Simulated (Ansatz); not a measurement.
## Ti (hcp, Mg type), energy against volume

Ti (hcp, Mg type)

```xyz
2
Lattice="2.9389 0.0000 0.0000 -1.4694 2.5451 0.0000 0.0000 0.0000 4.6500" Properties=species:S:1:pos:R:3 pbc="T T T"
Ti     0.0000     1.6967     3.4875
Ti     1.4694     0.8484     1.1625
```

E(V) scan at fixed shape, V₀ the volume above. Symmetry pins the atoms to their sites.

These are PBE (plane waves to 420 eV, PAW, scalar-relativistic; Ansatz, a program for electronic structure) values and carry that method's errors. k mesh 18×18×10 (Γ-centred), Fermi-Dirac smearing 0.05 eV. Energies are smeared free energies. Compression counts positive. With the shape held, the modulus is that of even scaling; a crystal free to change shape is softer. The PAW data are Ansatz's earlier set. Ti is run without spin polarisation. Ti was relaxed with its symmetry unable to fall. ΔE is measured from the relaxed starting cell.

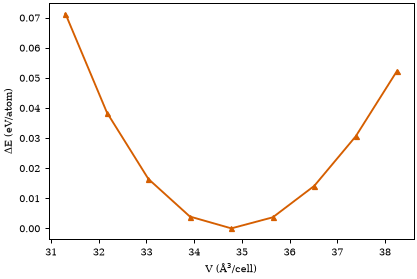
Figure. ΔE (eV/atom) against V (Å³/cell); computed points joined by lines.

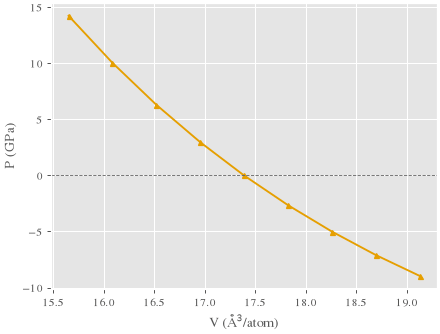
Fig. 1. P (GPa) against V (Å³/atom); markers are the computed points, lines only join them.

The pressure at the smallest volume is 14.2 GPa, the energy cost of the largest compression comes out as 71 meV/atom and the equilibrium volume of the fit is 17.39 Å³/atom. The bulk modulus at fixed cell shape B₀ (third-order Birch-Murnaghan fit) is 112 GPa. The energy cost of the largest expansion comes out as 52 meV/atom.

Check by three points about V = 17.390 Å³/atom, step 0.870: d²E/dV² ≈ (16 − 2·0 + 14) meV / 0.870² = 0.0397 eV/Å⁶, and V·d²E/dV² × 160.2 = 111 GPa.

(Under strain, the slope of the energy per volume gives the stress and its curvature an elastic modulus.)
